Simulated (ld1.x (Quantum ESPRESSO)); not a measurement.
# Pseudopotential generation for F: RRKJ, PBE

Do these settings give a usable potential? It is generated, then checked for transferability, scattering, ghosts and hardness.

Method: ld1.x (Quantum ESPRESSO) 7.5, PBE, scalar-relativistic.

**1. Starting point**

The settings as typed:

```
element                 : fluorine (F, Z = 9)
type                    : norm-conserving RRKJ (Kleinman–Bylander form)
frozen core             : [He]
valence charge          : 7
reference configuration : 2s2 2p5
partial waves           : 2s (bound): rc 0.80 bohr; 2p (bound): rc 0.85 bohr; 3d channel at 0.4 Ry: rc 0.70 bohr
local potential         : all-electron potential smoothed inside 0.55 bohr (lloc = -1)
core correction         : not asked for
```

The nodes and maxima of the atom's own shells, from an earlier all-electron run, set the scale for the radii.

All-electron outer shells of the reference configuration (PBE, scalar-relativistic, ld1.x):

| shell | level (eV) | outermost node (bohr) | outermost maximum (bohr) |
| --- | --- | --- | --- |
| 1s | -663.37 | – | 0.11 |
| 2s | -29.90 | 0.24 | 0.76 |
| 2p | -11.11 | – | 0.71 |

**2. Generating the potential**

Input file F.in:

```
 &input
   title='F', zed=9., rel=1, dft='PBE', iswitch=3,
   config='[He] 2s2 2p5 3d-2',
   nld=3, rlderiv=0.95, eminld=-4.0, emaxld=5.0, deld=0.02
 /
 &inputp
   pseudotype=2, tm=.false., rho0=0.02, lloc=-1, rcloc=0.55,
   nlcc=.false.,
   file_pseudopw='F.UPF', file_wfcaegen='ae.wfc', file_wfcncgen='nc.wfc', file_beta='beta', file_chi='chi'
 /
3
2S  1  0   2.00   0.00  0.80  0.80  0.0
2P  2  1   5.00   0.00  0.85  0.85  0.0
3D  3  2  -2.00   0.40  0.70  0.70  0.0
 &test
   configts(1)='2s2 2p5'
 /
```

Launch:

```bash
ld1.x < F.in > F.out
```

The output, F.out (without the banner and most projector matrices):

```text
     Program LD1 v.7.5
     --------------------------- All-electron run ----------------------------

     F
     scalar relativistic calculation

     atomic number is  9.00
     dft =PBE   lsd =0 sic =0 latt =0  beta=0.20 tr2=1.0E-14
     Exchange-correlation= PBE
                           (   1   4   3   4   0   0   0)
     mesh =1105 r(mesh) =  99.76081 a.u. xmin = -7.00 dx = 0.01250
     1 Ry =  13.60569312 eV, c = 137.03599908

     n l     nl                  e(Ry)          e(Ha)          e(eV)
     1 0     1S 1( 2.00)       -48.7570       -24.3785      -663.3734
     2 0     2S 1( 2.00)        -2.1976        -1.0988       -29.8996
     2 1     2P 1( 5.00)        -0.8167        -0.4083       -11.1117

     final scf error:  6.3E-15 reached in  26 iterations

     Etot =    -199.489330 Ry,     -99.744665 Ha,   -2714.190600 eV

     Ekin =     199.322998 Ry,      99.661499 Ha,    2711.927538 eV
     Encl =    -477.724055 Ry,    -238.862027 Ha,   -6499.766885 eV
     Eh   =      99.339620 Ry,      49.669810 Ha,    1351.584389 eV
     Exc  =     -20.427893 Ry,     -10.213946 Ha,    -277.935642 eV

     normalization and overlap integrals

     s(1S/1S) =  1.000000  <r> =   0.1763  <r2> =    0.0420  r(max) =   0.1139
     s(2S/2S) =  1.000000  <r> =   1.0034  <r2> =    1.2282  r(max) =   0.7617
     s(2P/2P) =  1.000000  <r> =   1.1050  <r2> =    1.6384  r(max) =   0.7066

     ------------------------ End of All-electron run ------------------------

     --------------------- Generating NC pseudopotential ---------------------

      Generating local potential from pseudized AE potential:
      Matching radius rcloc =   0.5500

      Local pseudo, rcloc= 0.550 Estimated cut-off energy=    78.48 Ry

      Wfc   2S  rcut= 0.801  Estimated cut-off energy=       69.99 Ry
      Using 4 Bessel functions for this wfc, rho(0) = 0.020
      This function has    0 nodes for 0 < r <    0.801

      Wfc   2P  rcut= 0.842  Estimated cut-off energy=      246.41 Ry
      This function has    0 nodes for 0 < r <    0.842

      Wfc   3D  rcut= 0.707  Estimated cut-off energy=      442.04 Ry
      This function has    0 nodes for 0 < r <    0.707

     ------------------- End of pseudopotential generation -------------------

     [... the all-electron block is printed once more ...]


     Computing logarithmic derivative in   0.94795
     Message from routine run_pseudo:
     Warning: convergence not achieved
     Computing logarithmic derivative in   0.94795
     Computing the partial wave expansion
     R is outside the sphere for l=    0 j= 0.00
     R is outside the sphere for l=    1 j= 0.00
     R is outside the sphere for l=    2 j= 0.00

     ---------------------- Testing the pseudopotential ----------------------

     F
     scalar relativistic calculation

     atomic number is  9.00   valence charge is  7.00
     dft =PBE   lsd =0 sic =0 latt =0  beta=0.20 tr2=1.0E-14
     mesh =1105 r(mesh) =  99.76081 xmin = -7.00 dx = 0.01250

     n l     nl             e AE (Ry)        e PS (Ry)    De AE-PS (Ry)
     1 0     2S   1( 2.00)       -2.19758       -2.19763        0.00005
     2 1     2P   1( 5.00)       -0.81670       -0.81672        0.00002

     eps = 1.0E-13  iter =201

     Etot =    -199.489330 Ry,     -99.744665 Ha,   -2714.190600 eV
     Etotps =   -48.144578 Ry,     -24.072289 Ha,    -655.040357 eV

     Ekin =      36.616213 Ry,      18.308107 Ha,     498.188964 eV
     Encl =    -118.584440 Ry,     -59.292220 Ha,   -1613.423495 eV
     Ehrt =      42.328834 Ry,      21.164417 Ha,     575.913123 eV
     Ecxc =      -8.997903 Ry,      -4.498951 Ha,    -122.422702 eV
     Epseu=       0.492717 Ry,       0.246358 Ha,       6.703753 eV

     ---------------------- End of pseudopotential test ----------------------
```

Run time: 2.3 s. Hardware: 1 thread of Neoverse-V1, shared host. (Generation and the later configuration tests together.)

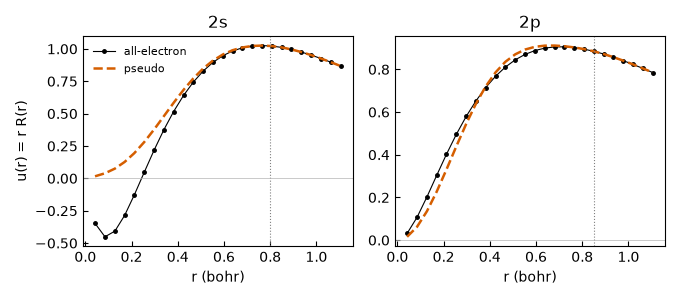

All-electron and pseudo partial waves (2s, 2p), with the matching radii dotted. The curves join 26 sampled radii.

**3. Configuration tests**

Input file F.test.in:

```
 &input
   title='F', zed=9., rel=1, dft='PBE', iswitch=2,
   config='[He] 2s2 2p5 3d-2'
 /
 &test
   file_pseudo='F.UPF', nconf=8,
   configts(1)='2s2 2p5',
   configts(2)='2s2 2p4',
   configts(3)='2s2 2p3',
   configts(4)='2s2 2p2',
   configts(5)='2s1 2p6',
   configts(6)='2s2 2p5.3',
   configts(7)='2s2 2p1',
   configts(8)='2s2 2p4.5'
 /
```

Launch:

```bash
ld1.x < F.test.in > F.test.out
```

F.test.out, the pseudopotential blocks, each with the warnings that came before it:

```text
     ---------------------- Testing the pseudopotential ----------------------

     F
     scalar relativistic calculation

     atomic number is  9.00   valence charge is  7.00
     dft =PBE   lsd =0 sic =0 latt =0  beta=0.20 tr2=1.0E-14
     mesh =1105 r(mesh) =  99.76081 xmin = -7.00 dx = 0.01250

     n l     nl             e AE (Ry)        e PS (Ry)    De AE-PS (Ry)
     1 0     2S   1( 2.00)       -2.19758       -2.19763        0.00005
     2 1     2P   1( 5.00)       -0.81670       -0.81672        0.00002

     eps = 8.1E-15  iter =103

     Etot =    -199.489330 Ry,     -99.744665 Ha,   -2714.190600 eV
     Etotps =   -48.144578 Ry,     -24.072289 Ha,    -655.040357 eV

     Ekin =      36.616213 Ry,      18.308107 Ha,     498.188964 eV
     Encl =    -118.584440 Ry,     -59.292220 Ha,   -1613.423495 eV
     Ehrt =      42.328834 Ry,      21.164417 Ha,     575.913123 eV
     Ecxc =      -8.997903 Ry,      -4.498951 Ha,    -122.422702 eV
     Epseu=       0.492717 Ry,       0.246358 Ha,       6.703753 eV

     ---------------------- End of pseudopotential test ----------------------

     ---------------------- Testing the pseudopotential ----------------------

     F
     scalar relativistic calculation

     atomic number is  9.00   valence charge is  7.00
     dft =PBE   lsd =0 sic =0 latt =0  beta=0.20 tr2=1.0E-14
     mesh =1105 r(mesh) =  99.76081 xmin = -7.00 dx = 0.01250

     n l     nl             e AE (Ry)        e PS (Ry)    De AE-PS (Ry)
     1 0     2S   1( 2.00)       -3.48292       -3.48327        0.00035
     2 1     2P   1( 4.00)       -2.08065       -2.08033       -0.00032

     eps = 8.6E-15  iter =113

     Etot =    -198.064175 Ry,     -99.032088 Ha,   -2694.800384 eV
     Etotps =   -46.719409 Ry,     -23.359705 Ha,    -635.649944 eV
     dEtot_ae =       1.425155 Ry
     dEtot_ps =       1.425169 Ry,   Delta E=      -0.000015 Ry

     Ekin =      34.358833 Ry,      17.179416 Ha,     467.475733 eV
     Encl =    -107.821287 Ry,     -53.910644 Ha,   -1466.983349 eV
     Ehrt =      33.781851 Ry,      16.890925 Ha,     459.625495 eV
     Ecxc =      -7.973418 Ry,      -3.986709 Ha,    -108.483873 eV
     Epseu=       0.934612 Ry,       0.467306 Ha,      12.716049 eV

     ---------------------- End of pseudopotential test ----------------------

     ---------------------- Testing the pseudopotential ----------------------

     F
     scalar relativistic calculation

     atomic number is  9.00   valence charge is  7.00
     dft =PBE   lsd =0 sic =0 latt =0  beta=0.20 tr2=1.0E-14
     mesh =1105 r(mesh) =  99.76081 xmin = -7.00 dx = 0.01250

     n l     nl             e AE (Ry)        e PS (Ry)    De AE-PS (Ry)
     1 0     2S   1( 2.00)       -4.99731       -4.99711       -0.00020
     2 1     2P   1( 3.00)       -3.60167       -3.59886       -0.00282

     eps = 8.1E-15  iter = 40

     Etot =    -195.242940 Ry,     -97.621470 Ha,   -2656.415526 eV
     Etotps =   -43.899312 Ry,     -21.949656 Ha,    -597.280565 eV
     dEtot_ae =       4.246390 Ry
     dEtot_ps =       4.245266 Ry,   Delta E=       0.001123 Ry

     Ekin =      30.424694 Ry,      15.212347 Ha,     413.949056 eV
     Encl =     -94.309059 Ry,     -47.154530 Ha,   -1283.140116 eV
     Ehrt =      25.078948 Ry,      12.539474 Ha,     341.216472 eV
     Ecxc =      -6.722594 Ry,      -3.361297 Ha,     -91.465554 eV
     Epseu=       1.628699 Ry,       0.814349 Ha,      22.159577 eV

     ---------------------- End of pseudopotential test ----------------------

     ---------------------- Testing the pseudopotential ----------------------

     F
     scalar relativistic calculation

     atomic number is  9.00   valence charge is  7.00
     dft =PBE   lsd =0 sic =0 latt =0  beta=0.20 tr2=1.0E-14
     mesh =1105 r(mesh) =  99.76081 xmin = -7.00 dx = 0.01250

     n l     nl             e AE (Ry)        e PS (Ry)    De AE-PS (Ry)
     1 0     2S   1( 2.00)       -6.70364       -6.69991       -0.00373
     2 1     2P   1( 2.00)       -5.34782       -5.33618       -0.01164  !

     eps = 9.6E-15  iter = 25

     Etot =    -190.786158 Ry,     -95.393079 Ha,   -2595.777923 eV
     Etotps =   -39.448790 Ry,     -19.724395 Ha,    -536.728131 eV
     dEtot_ae =       8.703171 Ry
     dEtot_ps =       8.695788 Ry,   Delta E=       0.007383 Ry

     Ekin =      24.661891 Ry,      12.330946 Ha,     335.542123 eV
     Encl =     -78.310449 Ry,     -39.155224 Ha,   -1065.467934 eV
     Ehrt =      16.922457 Ry,       8.461228 Ha,     230.241755 eV
     Ecxc =      -5.313711 Ry,      -2.656856 Ha,     -72.296727 eV
     Epseu=       2.591022 Ry,       1.295511 Ha,      35.252653 eV

     ---------------------- End of pseudopotential test ----------------------

     Warning: convergence not achieved
     ---------------------- Testing the pseudopotential ----------------------

     F
     scalar relativistic calculation

     atomic number is  9.00   valence charge is  7.00
     dft =PBE   lsd =0 sic =0 latt =0  beta=0.20 tr2=1.0E-14
     mesh =1105 r(mesh) =  99.76081 xmin = -7.00 dx = 0.01250

     n l     nl             e AE (Ry)        e PS (Ry)    De AE-PS (Ry)
     1 0     2S   1( 1.00)       -2.23280       -2.23180       -0.00100
     2 1     2P   1( 6.00)       -0.84819       -0.84842        0.00023

     eps = 1.4E-12  iter =201

     Etot =    -198.106554 Ry,     -99.053277 Ha,   -2695.376983 eV
     Etotps =   -46.762423 Ry,     -23.381211 Ha,    -636.235173 eV
     dEtot_ae =       1.382775 Ry
     dEtot_ps =       1.382156 Ry,   Delta E=       0.000620 Ry

     Ekin =      40.761222 Ry,      20.380611 Ha,     554.584684 eV
     Encl =    -119.014578 Ry,     -59.507289 Ha,   -1619.275822 eV
     Ehrt =      42.087783 Ry,      21.043891 Ha,     572.633454 eV
     Ecxc =      -8.945862 Ry,      -4.472931 Ha,    -121.714658 eV
     Epseu=      -1.650988 Ry,      -0.825494 Ha,     -22.462830 eV

     ---------------------- End of pseudopotential test ----------------------

     Warning: convergence not achieved
     ---------------------- Testing the pseudopotential ----------------------

     F
     scalar relativistic calculation

     atomic number is  9.00   valence charge is  7.00
     dft =PBE   lsd =0 sic =0 latt =0  beta=0.20 tr2=1.0E-14
     mesh =1105 r(mesh) =  99.76081 xmin = -7.00 dx = 0.01250

     n l     nl             e AE (Ry)        e PS (Ry)    De AE-PS (Ry)
     1 0     2S   1( 2.00)       -1.86725       -1.86721       -0.00005
     2 1     2P   1( 5.30)       -0.49676       -0.49677        0.00001

     eps = 3.1E-13  iter =201

     Etot =    -199.685554 Ry,     -99.842777 Ha,   -2716.860368 eV
     Etotps =   -48.340825 Ry,     -24.170412 Ha,    -657.710425 eV
     dEtot_ae =      -0.196224 Ry
     dEtot_ps =      -0.196246 Ry,   Delta E=       0.000022 Ry

     Ekin =      36.991153 Ry,      18.495577 Ha,     503.290280 eV
     Encl =    -121.205953 Ry,     -60.602976 Ha,   -1649.090999 eV
     Ehrt =      44.712826 Ry,      22.356413 Ha,     608.348992 eV
     Ecxc =      -9.247270 Ry,      -4.623635 Ha,    -125.815522 eV
     Epseu=       0.408419 Ry,       0.204210 Ha,       5.556824 eV

     ---------------------- End of pseudopotential test ----------------------

     ---------------------- Testing the pseudopotential ----------------------

     F
     scalar relativistic calculation

     atomic number is  9.00   valence charge is  7.00
     dft =PBE   lsd =0 sic =0 latt =0  beta=0.20 tr2=1.0E-14
     mesh =1105 r(mesh) =  99.76081 xmin = -7.00 dx = 0.01250

     n l     nl             e AE (Ry)        e PS (Ry)    De AE-PS (Ry)
     1 0     2S   1( 2.00)       -8.57765       -8.56286       -0.01479  !
     2 1     2P   1( 1.00)       -7.29740       -7.26110       -0.03630  !

     eps = 3.9E-15  iter = 19

     Etot =    -184.479831 Ry,     -92.239915 Ha,   -2509.975963 eV
     Etotps =   -33.164225 Ry,     -16.582113 Ha,    -451.222274 eV
     dEtot_ae =      15.009499 Ry
     dEtot_ps =      14.980353 Ry,   Delta E=       0.029146 Ry

     Ekin =      16.960078 Ry,       8.480039 Ha,     230.753620 eV
     Encl =     -60.017216 Ry,     -30.008608 Ha,    -816.575822 eV
     Ehrt =       9.875740 Ry,       4.937870 Ha,     134.366286 eV
     Ecxc =      -3.814063 Ry,      -1.907032 Ha,     -51.892973 eV
     Epseu=       3.831235 Ry,       1.915618 Ha,      52.126614 eV

     ---------------------- End of pseudopotential test ----------------------

     Warning: convergence not achieved
     ---------------------- Testing the pseudopotential ----------------------

     F
     scalar relativistic calculation

     atomic number is  9.00   valence charge is  7.00
     dft =PBE   lsd =0 sic =0 latt =0  beta=0.20 tr2=1.0E-14
     mesh =1105 r(mesh) =  99.76081 xmin = -7.00 dx = 0.01250

     n l     nl             e AE (Ry)        e PS (Ry)    De AE-PS (Ry)
     1 0     2S   1( 2.00)       -2.80814       -2.80836        0.00022
     2 1     2P   1( 4.50)       -1.41356       -1.41353       -0.00003

     eps = 8.1E-14  iter =201

     Etot =    -198.934914 Ry,     -99.467457 Ha,   -2706.647396 eV
     Etotps =   -47.590123 Ry,     -23.795061 Ha,    -647.496604 eV
     dEtot_ae =       0.554415 Ry
     dEtot_ps =       0.554456 Ry,   Delta E=      -0.000040 Ry

     Ekin =      35.686843 Ry,      17.843421 Ha,     485.544233 eV
     Encl =    -113.570071 Ry,     -56.785035 Ha,   -1545.199527 eV
     Ehrt =      38.129268 Ry,      19.064634 Ha,     518.775121 eV
     Ecxc =      -8.518976 Ry,      -4.259488 Ha,    -115.906573 eV
     Epseu=       0.682813 Ry,       0.341406 Ha,       9.290142 eV

     ---------------------- End of pseudopotential test ----------------------
```

Energies count from the reference configuration 2s2 2p5; the error is all-electron less pseudo. A star marks tests that logged a warning.

| valence configuration | charge | ΔE all-electron (eV) | error AE − PS (meV) |
| --- | --- | --- | --- |
| 2s2 2p4 | +1 | 19.390 | -0.2 |
| 2s2 2p3 | +2 | 57.775 | +15 |
| 2s2 2p2 | +3 | 118.413 | +100 |
| 2s1 2p6 * | 0 | 18.814 | +8.4 |
| 2s2 2p5.3 * | -0.3 | -2.670 | +0.3 |
| 2s2 2p1 | +4 | 204.215 | +397 |
| 2s2 2p4.5 * | +0.5 | 7.543 | -0.5 |

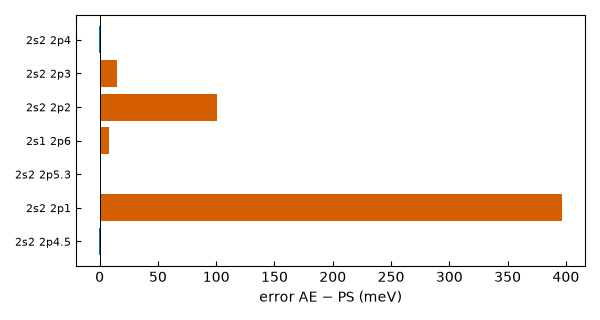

Error of the potential in each test configuration.

**4. Logarithmic derivatives**

Taken from the files of the generation run. The phase is arctan(r·u′/u) with u = r·R, unwrapped, with energies in Ry. A pole is an energy at which the radial function vanishes at the test radius. The pseudo phase is shifted by a multiple of π to meet the all-electron one at the reference energy. Levels narrower than the energy grid can be missing from the poles. The last column is the largest difference on the grid between −1 and +1 Ry.

```tsv
channel	radius (bohr)	reference (Ry)	poles AE	poles PS	energies with phases within 0.05 rad (Ry)	largest difference near zero (rad)
s	0.95	-2.20	none	none	the whole range	0.001
p	0.95	-0.82	none	none	the whole range	0.001
d	0.95	0.40	none	none	the whole range	0.000
```

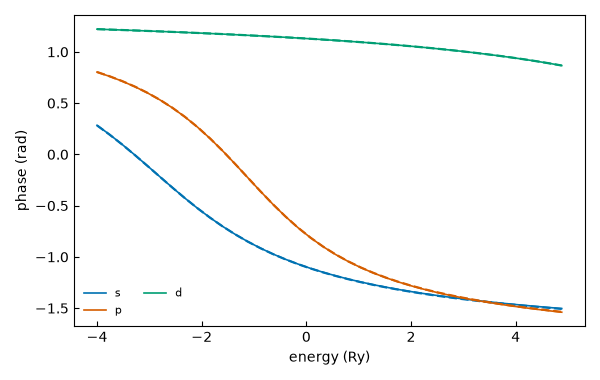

Phases by channel: all-electron solid, pseudo dashed.

**5. Plane-wave convergence, by spherical Bessel functions**

This step uses the generator's waves and projectors in a separate script. Basis: spherical Bessel functions vanishing at 20 bohr, q² up to the cutoff; potential fixed at the reference.

All-electron valence levels (Ry): 2s -2.1976, 2p -0.8167. The lowest levels of each channel (Ry) by cutoff; the last column sums, over occupied levels, occupation times the distance from the level at 400 Ry. A positive value is a state of the box, at any cutoff.

```tsv
cutoff (Ry)	s #1	p #1	d #1	f #1	Σ f·Δε (mRy)
8	-1.7270	-0.0086	0.0806	0.1213	4982.9
18	-1.7712	-0.1523	0.0806	0.1213	4175.9
30	-1.8341	-0.3390	0.0806	0.1213	3116.6
50	-2.0019	-0.5655	0.0806	0.1213	1648.8
70	-2.0987	-0.6994	0.0806	0.1213	785.4
110	-2.1769	-0.8026	0.0806	0.1213	113.2
160	-2.1963	-0.8166	0.0806	0.1213	4.5
200	-2.1977	-0.8169	0.0806	0.1213	0.2
260	-2.1978	-0.8169	0.0806	0.1213	0.0
400	-2.1978	-0.8169	0.0806	0.1213	0.0
```

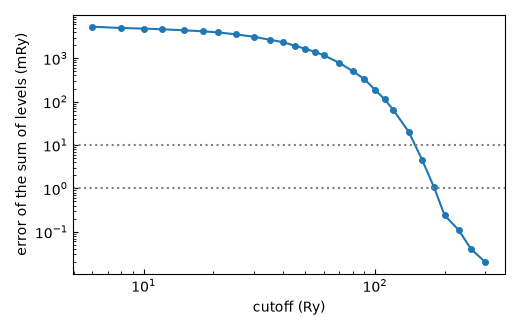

Occupation-weighted error of the valence levels against the cutoff; the dotted lines mark 10 and 1 mRy.

The sum stays within 10 mRy from 160 Ry and within 1 mRy from 200 Ry. The sum leaves out empty levels, which can need more. Ghost test: no level below the all-electron spectrum of its channel (s, p, d, f tested).

**6. Summary of results**

```
                                                quantity                  value
               cutoffs for 10 and 1 mRy, occupied levels      160 Ry and 200 Ry
                                            bound ghosts             none found
                            largest test error (AE − PS)  +397 meV, for 2s2 2p1
largest phase difference near zero energy, channels read              0.001 rad
```

In words: By total energies transferability is fair for so large an energy: the largest error is 397 meV on 204.2 eV, for 2s2 2p1. By its cutoff, 160 Ry for the looser tolerance, it is very hard. It is free of bound ghosts as far as tested. Near zero energy the phases of the channels with partial waves agree within 0.001 rad. These are tests on the free atom; a crystal test is still owed.
